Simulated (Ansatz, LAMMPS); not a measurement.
# Amorphous 36HfO2-64SiO2 (mol %) (84 atoms): relaxation and levels of theory

Which bonds does the relaxation leave, and how do the Kohn-Sham gap, forces and pressure change with k-mesh and functional?

Calculated with Ansatz 0.2.0: Kohn-Sham DFT, PBE, PAW (set soft_2), plane waves; cutoff 420 eV, Γ point, fermi-dirac smearing of 0.025 eV.

**The cell**

Density at the start: 4.31 g/cm³. The cell holds 84 atoms: 10 Hf, 18 Si and 56 O. Its edges and angles: a = 10.707 Å, b = 10.707 Å, c = 10.707 Å, α = 90.0°, β = 90.0°, γ = 90.0°. 84 atoms (10 Zr, 18 Si, 56 O) placed at random at 3.13 g/cm³, melted at 5000 K for 10 ps at fixed volume with the Morse and Coulomb pair potential with partial charges (Pedone, Malavasi, Menziani, Cormack and Segre, J. Phys. Chem. B 110, 11780 (2006)). Quenched from 5000 K to 300 K at 50 K/ps and fixed volume, held 5 ps, then minimised at fixed cell. Then Zr was replaced by Hf (the potential has no terms for the new elements, so the cell is a start for a DFT relaxation).

Cell and atoms were relaxed with PBE. The walk converged after 12 steps by the program's count, with a largest force component of 0.0225 eV/Å; it began at an r.m.s. force component of 1.1 eV/Å. The edges went from 10.707, 10.707, 10.707 to 10.712, 10.769, 10.183 Å, and the volume from 14.613 to 13.972 Å³ an atom (-4.4 %).

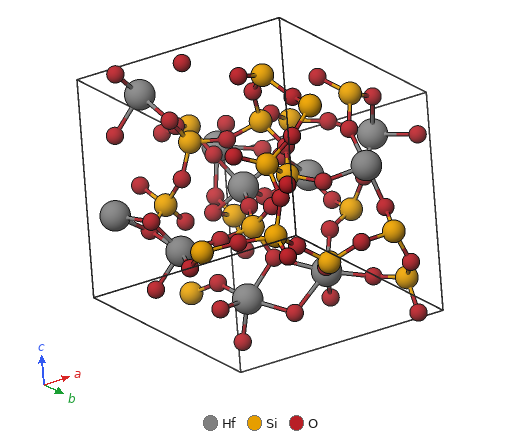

The relaxed cell. Bonds to atoms that aren't drawn are left out. Some periodic images of atoms are drawn too.

The input of the reference single point:

```yaml
crystal:
  lattice:
    - [10.71013, -0.0222, -0.20658]
    - [-0.0222, 10.76908, -0.08444]
    - [-0.20658, -0.08444, 10.1802]
  atoms:
    - { symbol: Hf, position: [0.94846, 0.6118, 0.54599] }
    - { symbol: Hf, position: [0.176, 0.17862, 0.94184] }
    - { symbol: Hf, position: [0.58075, 0.81125, 0.23395] }
    - { symbol: Hf, position: [0.24703, 0.2817, 0.23836] }
    [... 78 atom lines left out ...]
    - { symbol: O, position: [0.24884, 0.32366, 0.58376] }
    - { symbol: O, position: [0.71575, 0.4189, 0.17727] }
kpoints:
  mp_grid: { grid: [1, 1, 1] }
hamiltonian:
  xc: pbe
scf:
  occupations: { method: fermi_dirac, width: 0.025 }
output:
  forces: true
  stress: true
  populations: true
  dos:
    method: { smearing: { sigma: 0.08 } }
    de: 0.05
    projected: { site_lists: { Hf: [Hf], O: [O], Si: [Si] } }
  eigenvalues: true
  write_density: true
  write_potential: true
  volumetric_format: npy
```

**Bonds after relaxation**

Bonds by pair of elements; cutoffs follow the first minimum of g(r), held within bounds set by covalent radii, and pairs that aren't listed don't count as bonded:

| pair A-B | cutoff (Å) | bonds | mean length (Å) | spread (Å) | shortest (Å) | B about A | A about B |
| --- | --- | --- | --- | --- | --- | --- | --- |
| O-Si | 2.08 | 72 | 1.64 | 0.028 | 1.58 | 1.29 | 4 |
| O-Hf | 2.82 | 54 | 2.09 | 0.144 | 1.91 | 0.964 | 5.4 |

How many atoms have how many bonded neighbours:

| element | mean | 2 | 3 | 4 | 5 | 6 |
| --- | --- | --- | --- | --- | --- | --- |
| Hf | 5.4 | 0 | 0 | 0 | 6 | 4 |
| O | 2.25 | 42 | 14 | 0 | 0 | 0 |
| Si | 4 | 0 | 0 | 18 | 0 | 0 |

**Levels of theory**

Single points at the relaxed geometry:

| functional | k-mesh | Kohn-Sham gap (eV) | pressure (GPa) | r.m.s. force component (eV/Å) | SCF cycles | time |
| --- | --- | --- | --- | --- | --- | --- |
| PBE | 1×1×1 | 4.268 | 0.00 | 0.006 | 10 | 7.1 s |
| PBE | 2×2×2 | 4.266 | 0.01 | 0.008 | 10 | 66 s |
| HSE06 | 1×1×1 | 5.928 | -4.72 | 0.181 | 21 | 2.2 min |
| r2SCAN | 1×1×1 | 4.785 | -4.79 | 0.139 | 10 | 17 s |
| PBEsol | 1×1×1 | 4.186 | -3.60 | 0.083 | 12 | 8.1 s |

The gap is that between the highest filled and lowest empty Kohn-Sham level on the run's k-points. Cutoffs: 420 eV for PBE, HSE06 and PBEsol; 500 eV for r2SCAN. Times come from shared hosts and are rough.

**Findings**

By these cutoffs 60 % of Hf atoms have 5, 75 % of O atoms have 2 and 100 % of Si atoms have 4 neighbours. The Kohn-Sham gap is 4.27 eV with PBE on the 1×1×1 mesh and 4.27 eV on 2×2×2. On the 1×1×1 mesh HSE06 changes the gap by +1.66 eV against PBE. Carrying that shift over to the 2×2×2 mesh gives 4.27 + 1.66 = 5.93 eV, an estimate that takes the shift to be alike at all k-points. On the reference's mesh the gap changes with r2SCAN by +0.52 eV and PBEsol by -0.08 eV. Against the reference the pressure changes with HSE06 by -4.7 GPa, r2SCAN by -4.8 GPa and PBEsol by -3.6 GPa; a negative change means a smaller volume than PBE would take. The denser mesh moves the energy by -0.7 meV/atom and the pressure by +0.01 GPa.

Limits: All single points share the geometry relaxed with PBE. The volume changed by -4.4 % on relaxing; in so small a cell, on this mesh and at this cutoff, the relaxed density is rough. One sample; tail or defect levels can set the gap of a disordered cell. The quench rate of 50 K/ps is many orders above laboratory rates, so the cell is likely richer in defects and strain than a real sample. The network of bonds at the start is that of the classical potential that made the cell, and needn't be the one that DFT or experiment would give. Spin–orbit coupling is left out, which matters for the levels of the heavy elements. In some runs the program notes that it cut back its work space to fit the memory limit, the exchange threshold is loose for the stress and the SCF threshold is loose for the stress.

[Logs are printed without paths, hosts, clocks, repeated set-up lines and the standing remarks that a program may print on its own settings, such as how far it seeks lower states.]

[Hosts, paths, dates, database ids (printed as entryN), source tags and the programs' standing remarks are cut or masked in the printed files.]
